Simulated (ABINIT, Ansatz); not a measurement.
# SrO (Fm-3m): modes at Γ and the response to a field, part 2 of 2

Wanted: the vibrations of SrO (Fm-3m) at Γ, by two programs.

ABINIT 10.8.3; DFT LDA, scalar-relativistic, plane waves, PseudoDojo norm-conserving pseudopotentials.

So far. Step 3 (Self-consistent run for the response): The cell stands at -0.58 GPa: the relaxation ran with a smoothed and higher cutoff and on another k mesh. Step 5 (Linear response at Γ): The acoustic modes at Γ come out as far as 2.2 cm⁻¹ from zero, where they should vanish, a small numerical error; the Born charges miss their sum rule by 1.7e-4 e, which is good. The relaxed cell has a = 5.061 Å (conventional setting).

The database entry behind the starting cell differs from later determinations by our own check (about 0.5 % short), so it need not match the best structure at ambient conditions.

## Step 6: Zone-centre analysis

anaddb reads the merged derivatives, imposes the acoustic sum rule and charge neutrality, and adds the LO-TO term along chosen directions.

anaddb.abi

```
ddb_filepath "gamma_DDB"
output_file "anaddb.abo"
outdata_prefix "anaddb"
asr 1
chneut 1
enunit 2
eivec 1
nph1l 1
qph1l 0.0 0.0 0.0 1.0
dieflag 1
nph2l 3
qph2l 
    1.0 0.0 0.0 0.0
    0.0 0.0 1.0 0.0
    1.0 1.0 1.0 0.0
```

mrgddb.in

```
gamma_DDB
merged
2
dfpt_gammao_DS2_DDB
gso_DDB
```

Command:

```console
$ mrgddb < mrgddb.in > mrgddb.log
$ OMP_NUM_THREADS=1 anaddb anaddb.abi > anaddb.log
```

anaddb.abo, the main output file:

```text
[banners, grids, parts of the stress and lines that vanish by symmetry left out]
-outvars_anaddb: echo values of input variables ----------------------

 Flags :
[...]
Dielectric Tensor and Effective Charges
[...]
Effective charge tensors after
[...]
Phonon wavevector (reduced coordinates) :  0.00000  0.00000  0.00000
 Phonon energies in Hartree :
[...]
Phonon energies in meV     :
-  0.000000E+00  0.000000E+00  0.000000E+00  2.690856E+01  2.690856E+01
-  2.690856E+01
 Phonon frequencies in cm-1    :
-  0.000000E+00  0.000000E+00  0.000000E+00  2.170322E+02  2.170322E+02
-  2.170322E+02
 Phonon frequencies in Thz     :
-  0.000000E+00  0.000000E+00  0.000000E+00  6.506461E+00  6.506461E+00
-  6.506461E+00
 Phonon energies in Kelvin  :
-  0.000000E+00  0.000000E+00  0.000000E+00  3.122609E+02  3.122609E+02
-  3.122609E+02
[...]
-  1  0.00000000E+00  0.00000000E+00  2.30090891E-03
-     0.00000000E+00  0.00000000E+00  0.00000000E+00
-  2  0.00000000E+00  0.00000000E+00  2.30090844E-03
-     0.00000000E+00  0.00000000E+00  0.00000000E+00
[...]
-  1  0.00000000E+00 -2.30090891E-03  0.00000000E+00
-     0.00000000E+00  0.00000000E+00  0.00000000E+00
-  2  0.00000000E+00 -2.30090844E-03  0.00000000E+00
-     0.00000000E+00  0.00000000E+00  0.00000000E+00
[...]
-  1  2.30090891E-03  0.00000000E+00  0.00000000E+00
-     0.00000000E+00  0.00000000E+00  0.00000000E+00
-  2  2.30090844E-03  0.00000000E+00  0.00000000E+00
-     0.00000000E+00  0.00000000E+00  0.00000000E+00
[...]
-  1  0.00000000E+00  1.19207350E-07 -9.83217403E-04
-     0.00000000E+00  0.00000000E+00  0.00000000E+00
-  2 -2.21578900E-07 -6.52833867E-07  5.38454733E-03
-     0.00000000E+00  0.00000000E+00  0.00000000E+00
[...]
-  1  0.00000000E+00 -9.83217401E-04 -1.19204286E-07
-     0.00000000E+00  0.00000000E+00  0.00000000E+00
-  2 -4.07722058E-07  5.38454732E-03  6.52817087E-07
-     0.00000000E+00  0.00000000E+00  0.00000000E+00
[...]
-  1  9.83217408E-04  0.00000000E+00  0.00000000E+00
-     0.00000000E+00  0.00000000E+00  0.00000000E+00
-  2 -5.38454736E-03 -4.07695191E-07 -2.21628330E-07
-     0.00000000E+00  0.00000000E+00  0.00000000E+00
[...]
-     1          0.000000     0.000000     0.000000     0.000000
-     2          0.000000    -0.000000     0.000000     0.000000
-     3          0.000000     0.000000     0.000000     0.000000
-     4          0.000119     0.000349    -2.879797     2.879797
-     5          0.000218    -2.879797    -0.000349     2.879797
-     6          2.879797     0.000218     0.000119     2.879797
[...]
-   1     Real    0.0000E+00  0.0000E+00  0.0000E+00  0.0000E+00  0.0000E+00  0.0000E+00  0.0000E+00
[...]
-   2     Real    0.0000E+00  0.0000E+00  0.0000E+00  0.0000E+00  0.0000E+00  0.0000E+00  0.0000E+00
[...]
-   3     Real    0.0000E+00  0.0000E+00  0.0000E+00  0.0000E+00  0.0000E+00  0.0000E+00  0.0000E+00
[...]
-   4     Real    4.2075E-13  3.6524E-12  2.4847E-04  1.2397E-12 -1.0225E-08 -3.0125E-08  2.4847E-04
[...]
-   5     Real    1.4246E-12  2.4847E-04  3.6522E-12 -1.8814E-08 -2.2810E-12  3.0124E-08  2.4847E-04
[...]
-   6     Real    2.4847E-04  1.4244E-12  4.2094E-13  1.8813E-08  1.0227E-08  7.7434E-13  2.4847E-04
[...]
Phonon at Gamma, with non-analyticity in the
[...]
Phonon energies in Hartree :
[...]
Phonon energies in meV     :
-  0.000000E+00  0.000000E+00  0.000000E+00  2.690856E+01  2.690856E+01
-  5.885020E+01
 Phonon frequencies in cm-1    :
-  0.000000E+00  0.000000E+00  0.000000E+00  2.170322E+02  2.170322E+02
-  4.746589E+02
 Phonon frequencies in Thz     :
-  0.000000E+00  0.000000E+00  0.000000E+00  6.506461E+00  6.506461E+00
-  1.422992E+01
 Phonon energies in Kelvin  :
-  0.000000E+00  0.000000E+00  0.000000E+00  3.122609E+02  3.122609E+02
-  6.829282E+02
[...]
-  1  0.00000000E+00  0.00000000E+00  2.30090891E-03
-     0.00000000E+00  0.00000000E+00  0.00000000E+00
-  2  0.00000000E+00  0.00000000E+00  2.30090844E-03
-     0.00000000E+00  0.00000000E+00  0.00000000E+00
[...]
Phonon at Gamma, with non-analyticity in the
[...]
Phonon energies in Hartree :
[...]
Phonon energies in meV     :
-  0.000000E+00  0.000000E+00  0.000000E+00  2.690856E+01  2.690856E+01
-  5.885020E+01
 Phonon frequencies in cm-1    :
-  0.000000E+00  0.000000E+00  0.000000E+00  2.170322E+02  2.170322E+02
-  4.746589E+02
 Phonon frequencies in Thz     :
-  0.000000E+00  0.000000E+00  0.000000E+00  6.506461E+00  6.506461E+00
-  1.422992E+01
 Phonon energies in Kelvin  :
-  0.000000E+00  0.000000E+00  0.000000E+00  3.122609E+02  3.122609E+02
-  6.829282E+02
[...]
Phonon at Gamma, with non-analyticity in the
[...]
Phonon energies in Hartree :
[...]
Phonon energies in meV     :
-  0.000000E+00  0.000000E+00  0.000000E+00  2.690856E+01  2.690856E+01
-  5.885020E+01
 Phonon frequencies in cm-1    :
-  0.000000E+00  0.000000E+00  0.000000E+00  2.170322E+02  2.170322E+02
-  4.746589E+02
 Phonon frequencies in Thz     :
-  0.000000E+00  0.000000E+00  0.000000E+00  6.506461E+00  6.506461E+00
-  1.422992E+01
 Phonon energies in Kelvin  :
-  0.000000E+00  0.000000E+00  0.000000E+00  3.122609E+02  3.122609E+02
-  6.829282E+02
[...]
-  1  5.66651392E-07 -2.30090815E-03 -1.76247118E-06
-     0.00000000E+00  0.00000000E+00  0.00000000E+00
-  2  5.66526394E-07 -2.30090780E-03 -1.76259569E-06
-     0.00000000E+00  0.00000000E+00  0.00000000E+00
[...]
-  1  2.30090878E-03  5.66267736E-07  4.50698106E-07
-     0.00000000E+00  0.00000000E+00  0.00000000E+00
-  2  2.30090843E-03  5.66392491E-07  4.50822885E-07
-     0.00000000E+00  0.00000000E+00  0.00000000E+00
[...]
-  1  1.38029443E-04  6.15871505E-04 -7.53900948E-04
-     0.00000000E+00  0.00000000E+00  0.00000000E+00
-  2 -7.55912238E-04 -3.37279351E-03  4.12870574E-03
-     0.00000000E+00  0.00000000E+00  0.00000000E+00
[...]
-  1  7.90838495E-04 -5.14956251E-04 -2.75882243E-04
-     0.00000000E+00  0.00000000E+00  0.00000000E+00
-  2 -4.33099261E-03  2.82013551E-03  1.51085710E-03
-     0.00000000E+00  0.00000000E+00  0.00000000E+00
[...]
Direction                     Dielectric constant
[...]
0.00000   0.00000   1.00000     18.45954793
   1.00000   1.00000   1.00000     18.45954793
-
```

Elapsed: 0.51 s, on 1 thread of Arm Neoverse V1, shared host.

This step gave:

```
highest optical zone-centre mode (no LO-TO term) : 217.0 cm⁻¹
lowest optical zone-centre mode                  : 217.0 cm⁻¹
mean static dielectric constant                  : 18.46
highest mode moved by the LO-TO term             : 474.7 cm⁻¹
```

No LO-TO term; unit eigenvectors of the mass-weighted matrix, from anaddb's displacements. The modes at Γ (shares of kinetic energy by element, %):

```tsv
mode	frequency (cm⁻¹)	symmetry	Sr %	O %
1	0.0	acoustic	85	15
2	0.0	acoustic	85	15
3	0.0	acoustic	85	15
4	217.0	T1u	15	85
5	217.0	T1u	15	85
6	217.0	T1u	15	85
```

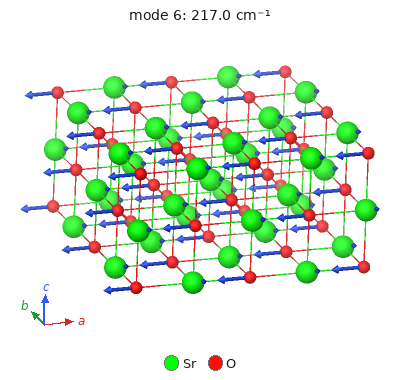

Displacement patterns of mode 6 at Γ; arrows are exaggerated. 2×2×1 conventional cells are drawn. Some periodic images of atoms are drawn too.

Trace of the oscillator strength, degenerate modes summed. Lines of the infrared spectrum (strongest = 100):

```tsv
position (cm⁻¹)	lines merged	IR intensity, relative
217	3	100
```

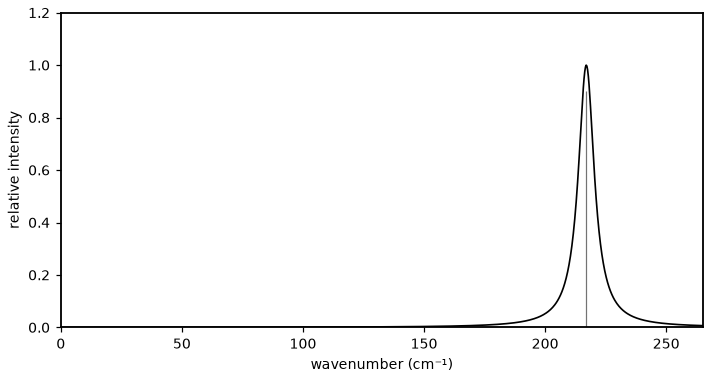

The infrared spectrum, broadened with Lorentzians of width 8 cm⁻¹; bars mark the lines.

Static dielectric tensor (ions relaxed, fixed cell):

```
18.46  0.00  0.00
 0.00 18.46  0.00
 0.00  0.00 18.46
```

The rule moves no optical mode by more than 0.1 cm⁻¹.

## Step 7: Cross-check with Ansatz

The same cell, potentials and cutoff go through another code, on another k mesh. Its k mesh is centred on Γ.

This step: DFT LDA, scalar-relativistic, plane waves, PseudoDojo norm-conserving pseudopotentials (Ansatz 0.2.0).

input.yaml

```yaml
crystal:
  lattice:
    - [0.0, 2.5304813747, 2.5304813747]
    - [2.5304813747, 0.0, 2.5304813747]
    - [2.5304813747, 2.5304813747, 0.0]
  atoms:
    - { symbol: Sr, position: [0.5, 0.5, 0.5] }
    - { symbol: O, position: [0.0, 0.0, 0.0] }
kpoints:
  mp_grid: { grid: [8, 8, 8] }
hamiltonian:
  xc: lda
  pseudopotentials: { kind: nc, accuracy: standard }
scf:
  occupations: { method: fixed }
output:
  eigenvalues: true
basis:
  ecutwfc: 979.61
phonons:
  method: dfpt
  dielectric: true
  rigid_motions: translations
```

Command:

```console
$ ansatz run input.yaml --threads 2 --pin off --max-ram 4096MiB --backend cpu --events-out ev --progress --plain --runs-dir out
```

Output:

```text
Warning: basis.ecutwfc = 979.61 eV is below the records' recommended 1142.878222 eV, and the density's cutoff is lower with it unless basis.ecutrho_ratio is high enough to keep the records' density cutoff: compare with a run at a higher cutoff
Engine: ansatz 0.2.0, aarch64-unknown-linux-gnu
Pseudopotentials: kind: nc
Pseudopotential: Sr, nc, valence charge 10, recommended cutoff 925.187132 eV (normal), Sr.nc.azcp (PseudoDojo's, or run here from an input of PseudoDojo's; its table is named by hamiltonian.pseudopotentials.accuracy)
Pseudopotential: O, nc, valence charge 6, recommended cutoff 1142.878222 eV (normal), O.nc.azcp (PseudoDojo's, or run here from an input of PseudoDojo's; its table is named by hamiltonian.pseudopotentials.accuracy)
Functional definition: SPW92
  exchange = slater_x
  correlation = pw_c
Crystal: 2 atoms, lattice volume = 32.407 Å³
Basis set: ecut = 979.61 eV, 2229 PW (Γ), exchange–correlation on 80×80×80 points (8 copies of the dense FFT grid, shifted against one another)
Bands: 12, of which v1, the nominal top of the filled ones, is band 8 counted from 1 (7 counted from 0)
Symmetry: 48 space group operations
k-points: 59 of 512 (irreducible under 8 space group operations, time reversal used)
Non-local potential: Sr, projectors of the file, l = 0: 2, l = 1: 2, l = 2: 2
Non-local potential: O, projectors of the file, l = 0: 2, l = 1: 2, l = 2: 1
Initial density: superposition of atomic densities (chi_scale 0.1, normalization cell, long waves kept (reshape's long-wave potential 0.00 eV rms))
Initial wavefunctions: pseudopotential atomic-orbital guess
Functional: x = slater, c = lda
SCF iter   1: F=—  HF=-1385.865764 eV  |F-HF|=—  |Δ(HF+E_count)|=         —  Δρ=8.53e-2  dr2=1.97e0  ethr=3.10e-3  ⟨swp⟩=5.6  Hψ=4322  notcnv=0  defer=107
preconditioner: auto → none  [insulator: Δε(μ)=2.063 eV  Ē_g=16.050 eV  n_scr=8 (ndim 8)  ℏωp=24.4 eV  f_vac=0.000  ε∞_Penn≈3.3]
SCF iter   2: F=—  HF=-1385.672334 eV  |F-HF|=—  |Δ(HF+E_count)|=   1.93e-1  Δρ=6.61e-2  dr2=1.44e0  ethr=3.10e-3  ⟨swp⟩=3.0  Hψ=1896  notcnv=0  defer=109
SCF iter   3: F=—  HF=-1385.345186 eV  |F-HF|=—  |Δ(HF+E_count)|=   3.27e-1  Δρ=1.51e-2  dr2=5.96e-2  ethr=3.10e-3  ⟨swp⟩=2.6  Hψ=1159  notcnv=0  defer=116
SCF iter   4: F=—  HF=-1385.334104 eV  |F-HF|=—  |Δ(HF+E_count)|=   1.11e-2  Δρ=2.73e-3  dr2=1.43e-3  ethr=3.72e-4  ⟨swp⟩=2.6  Hψ=1263  notcnv=0  defer=116
SCF iter   5: F=—  HF=-1385.334108 eV  |F-HF|=—  |Δ(HF+E_count)|=   3.97e-6  Δρ=4.65e-4  dr2=3.47e-5  ethr=8.92e-6  ⟨swp⟩=2.3  Hψ=1145  notcnv=0  defer=116
SCF iter   6: F=—  HF=-1385.334113 eV  |F-HF|=—  |Δ(HF+E_count)|=   5.52e-6  Δρ=5.97e-5  dr2=5.31e-7  ethr=2.17e-7  ⟨swp⟩=2.2  Hψ=1038  notcnv=0  defer=96
SCF iter   7: F=—  HF=-1385.334110 eV  |F-HF|=—  |Δ(HF+E_count)|=   3.24e-6  Δρ=6.89e-6  dr2=1.32e-8  ethr=3.32e-9  ⟨swp⟩=2.6  Hψ=1121  notcnv=0  defer=43
SCF iter   8: F=-1385.334110 eV  HF=-1385.334110 eV  |F-HF|=1.57e-11  |Δ(HF+E_count)|=   1.83e-9  Δρ=6.66e-7  dr2=4.26e-11  ethr=1.00e-12  ⟨swp⟩=10.2  Hψ=6492  notcnv=0
SCF 1 converged in 8 iterations: F = -1385.334110 eV  dr2 = 4.26e-11
DFPT response loops at Γ: preconditioner auto → none (the input reference at scf.mixing.eps_inf says where Resta's filter doesn't serve); β = 0.50; Broyden in place of MSR1
── the response to a field inside a basis, on 8×8×8 k-points: an SCF that follows is theirs, and a resumed run solves both again ──
Bands: 9, of which v1, the nominal top of the filled ones, is band 8 counted from 1 (7 counted from 0)
k-points: 60 of 512 (irreducible under 12 space group operations)
Initial density: handed on by an earlier stage of this run
Initial wavefunctions: pseudopotential atomic-orbital guess (no wavefunctions were taken with the density)
Eigensolver: Dense (60 Hₖ)
SCF iter   1: F=—  HF=-1385.336276 eV  |F-HF|=—  |Δ(HF+E_count)|=         —  Δρ=6.56e-4  dr2=1.28e-5  ethr=1.00e-1
preconditioner: auto → none  [insulator: Δε(μ)=3.328 eV  Ē_g=13.806 eV  n_scr=8 (ndim 8)  ℏωp=24.4 eV  f_vac=0.000  ε∞_Penn≈4.1]
SCF iter   2: F=—  HF=-1385.336279 eV  |F-HF|=—  |Δ(HF+E_count)|=   3.26e-6  Δρ=3.46e-4  dr2=6.33e-6  ethr=8.02e-8
SCF iter   3: F=—  HF=-1385.336280 eV  |F-HF|=—  |Δ(HF+E_count)|=   4.78e-7  Δρ=1.91e-4  dr2=2.46e-6  ethr=3.96e-8
SCF iter   4: F=-1385.336280 eV  HF=-1385.336280 eV  |F-HF|=8.39e-11  |Δ(HF+E_count)|=  1.44e-10  Δρ=1.33e-5  dr2=7.70e-9  ethr=1.54e-8
SCF 1 converged in 4 iterations: F = -1385.336280 eV  dr2 = 7.70e-9
DFPT response loops at Γ: mixed as the last ones told, above
SCF converged after 8 iterations
Free energy (F): -1385.334110 eV
Harris-Foulkes:  -1385.334110 eV  (|F-HF|=1.57e-11)
Internal energy: -1385.334110 eV  (E = F + TS)
E sigma→0 (E₀):  -1385.334110 eV
Fermi energy:    8.155098 eV
--- Per-component energies (eV) ---
  E_band       = -51.193164
  E_kinetic    = 553.145980
  E_local      = -811.373361  (includes V_loc(G=0)·N_el)
  E_nonlocal   = 70.001968
  E_hartree    = 217.639826
  E_xc         = -341.653794
  E_vxc        = -298.247371  (∫ρ·V_xc dr)
  E_ewald      = -1073.094728
  E_smearing   = -0.000000  (= −TS)
  E_closure    = 0.000000  (closes the sum)
  Σ components = -1385.334110   (vs F -1385.334110, Δ=0.00e0)
--- Band table (eV; the first three rows and the last of 59) ---
  k-point 0: bands = [... 4 lower, -5.3846, 8.1551, 8.1551, 8.1551, 12.3272, 14.4341, 14.4341, 14.4341]
  k-point 1: bands = [... 4 lower, -5.0328, 7.6771, 7.9420, 7.9420, 13.0501, 14.2563, 14.7581, 14.7581]
  k-point 2: bands = [... 4 lower, -4.5301, 6.8024, 7.4842, 7.4842, 14.2014, 14.6113, 15.6445, 15.6445]
  k-point 58: bands = [... 4 lower, -4.7435, 6.9546, 7.7912, 7.7912, 14.2152, 14.2152, 17.2030, 19.7981]
--- Phonons (Γ-DFPT): 2 representative perturbations + reference, on 59 of 512 k-points (Σ response iterations 6) ---
  k mesh reduced under 8 symmetry operations, with k and −k counted as one. Each operation leaves every solved perturbation unchanged. A smaller set is not considered because the run solves the response to a homogeneous field
  ASR residual: 9.298e-4 → 0.000e0 eV/Å²; symmetrization residual: 6.845e-7 eV/Å²
  ASR residual per site (eV/Å²): 9.30e-4 2.03e-4
  Γ frequencies (cm⁻¹): 0.00 0.00 0.00 216.98 216.98 216.98
  ε∞ (high-frequency dielectric tensor):
        3.860978     0.000000     0.000000
        0.000000     3.860978    -0.000000
        0.000000    -0.000000     3.860978
  ε⁰ (static dielectric tensor: ions relaxed, cell fixed):
       18.471087     0.000000     0.000000
        0.000000    18.471087    -0.000000
        0.000000    -0.000000    18.471087
  ε⁰ − ε∞ (ionic part):
       14.610109     0.000000     0.000000
        0.000000    14.610109    -0.000000
        0.000000    -0.000000    14.610109
  softest optical mode at Γ: 216.98 cm⁻¹; the repairs (sum rule, projections) moved no ω² at Γ by more than (1.88 cm⁻¹)²
  Born effective charges Z* (e; rows j = field, columns β = displacement):
    site 0:
         2.47560    0.00000    0.00000
         0.00000    2.47560    0.00000
         0.00000   -0.00000    2.47560
    site 1:
        -2.47560   -0.00000   -0.00000
        -0.00000   -2.47560   -0.00000
        -0.00000    0.00000   -2.47560
  Z* charge neutrality: 9.290e-4 e pre-enforcement
  solved inside a basis spanned on kpoints, on 8×8×8 k-points, its susceptibility summed on 12×12×12: ε∞ is read to err by 9.3e-3, Z* by 1.1e-2 e (field_mesh: kpoints solves on kpoints); Z* is corrected for what the basis lacks
  optical modes at Γ without the LO–TO term, one row a degenerate level:
      ω (cm⁻¹)  modes    IR ((D/Å)²/amu)
        216.98      3            31.3536
  optical modes at Γ + LO–TO along q̂ = [1.0000, 0.0000, 0.0000]:
      ω (cm⁻¹)  modes    IR ((D/Å)²/amu)
        216.98      2            20.9024
        474.58      1            10.4512
  optical modes at Γ + LO–TO along q̂ = [0.0000, 1.0000, 0.0000]:
      ω (cm⁻¹)  modes    IR ((D/Å)²/amu)
        216.98      2            20.9024
        474.58      1            10.4512
  optical modes at Γ + LO–TO along q̂ = [0.0000, 0.0000, 1.0000]:
      ω (cm⁻¹)  modes    IR ((D/Å)²/amu)
        216.98      2            20.9024
        474.58      1            10.4512
```

Elapsed: 26 s, on 2 threads; peak memory 0.53 GiB; 51 s of CPU time.

Read from the output:

| Property | Result |
| --- | --- |
| gap on the k-mesh | 3.132 eV |
| sum-rule residual before enforcement | 9.30e-4 eV/Å² |
| miss of the charge sum rule | 9.29e-4 e |
| estimated error of the dielectric tensor | 0.009257 |
| estimated error of the Born charges | 0.01110 e |
| mean high-frequency dielectric constant | 3.861 |
| largest Born charge in size (third of the trace) | 2.476 e |
| mean static dielectric constant | 18.47 |
| highest mode moved by the LO-TO term | 474.6 cm⁻¹ |

Transverse modes. Infrared lines, with heights relative to the strongest:

```tsv
position (cm⁻¹)	label	IR intensity ((D/Å)²/amu), degenerate modes summed, relative
217	T1u	100
```

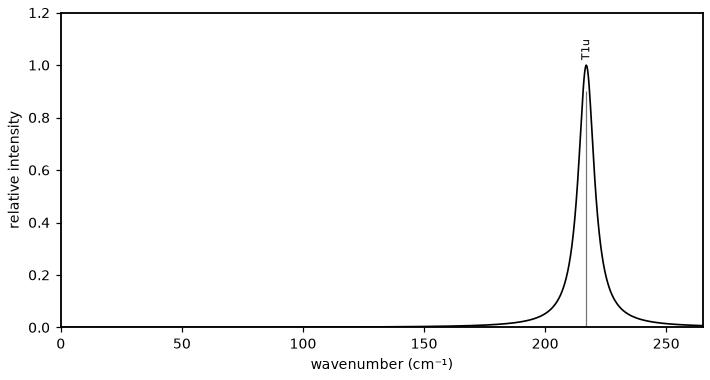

The infrared spectrum, broadened with Lorentzians of width 8 cm⁻¹; bars mark the lines.

## Step 8: Side by side: ABINIT PseudoDojo and Ansatz, PseudoDojo

Numbers from this step:

* root-mean-square difference: 0.05 cm⁻¹
* largest difference: 0.05 cm⁻¹

Frequencies side by side, by row:

```tsv
q (reciprocal lattice)	mode	ABINIT PseudoDojo (cm⁻¹)	Ansatz, PseudoDojo (cm⁻¹)
0 0 0	1	0	0
0 0 0	2	0	0
0 0 0	3	0	0
0 0 0	4	217	217
0 0 0	5	217	217
0 0 0	6	217	217
```

The two runs side by side. Further quantities:

```tsv
quantity	ABINIT PseudoDojo	Ansatz, PseudoDojo
mean ε∞	3.859	3.861
largest Born charge in size (e; the first before, the second after the charge sum rule)	2.475	2.476
summed IR intensity ((D/Å)²/amu)	31.35	31.35
```

At the zone centre the largest difference (acoustic modes at Γ apart) is 0.02 % of the highest mode.

## Step 9: Summary of results

```
space group after relaxation                                           : Fm-3m
volume per atom                                                        : 16.2 Å³
highest optical zone-centre mode (no LO-TO term)                       : 217.0 cm⁻¹
highest mode moved by the LO-TO term                                   : 474.7 cm⁻¹
mean high-frequency dielectric constant                                : 3.86
largest Born charge in size (third of the trace)                       : 2.48 e
mean static dielectric constant                                        : 18.5
imaginary optical modes at the zone centre (no q mesh in this session) : none
largest difference from Ansatz, PseudoDojo                             : 0.05 cm⁻¹
```

What this shows: At the LDA level the optical modes of SrO (Fm-3m) at the zone centre (no LO-TO term) lie at 217 cm⁻¹. The base run prints -0.58 GPa, mostly the error of a finite basis; the relaxation, with a smoothed and higher cutoff, had brought the cell to rest. Along the directions run, the highest mode that the macroscopic field moves lies at 475 cm⁻¹. Lattice motion raises the mean dielectric constant from 3.859 to 18.46. The Born charge of Sr is 2.475 e against a formal charge of +2, somewhat above it. The Lyddane-Sachs-Teller relation holds: (ωLO/ωTO)² is 4.78 and ε₀/ε∞ is 4.78. ABINIT PseudoDojo and Ansatz, PseudoDojo agree to 0.05 cm⁻¹ (0.02 % of the highest mode compared) on all solved modes but the acoustic ones at Γ, without the LO-TO term. These are harmonic frequencies at zero temperature: anharmonic shifts and linewidths and thermal expansion are left out. Ansatz warns that the cutoff lies 14 % under the one recommended for these files; agreement at one cutoff is not convergence.

[Host names and launcher messages were left out of these logs when they were recorded.]

[Logs are printed without paths, hosts, clocks, repeated set-up lines and the standing remarks that a program may print on its own settings, such as how far it seeks lower states.]

[Hosts, paths, dates, database ids (printed as entryN), source tags and the programs' standing remarks are cut or masked in the printed files.]
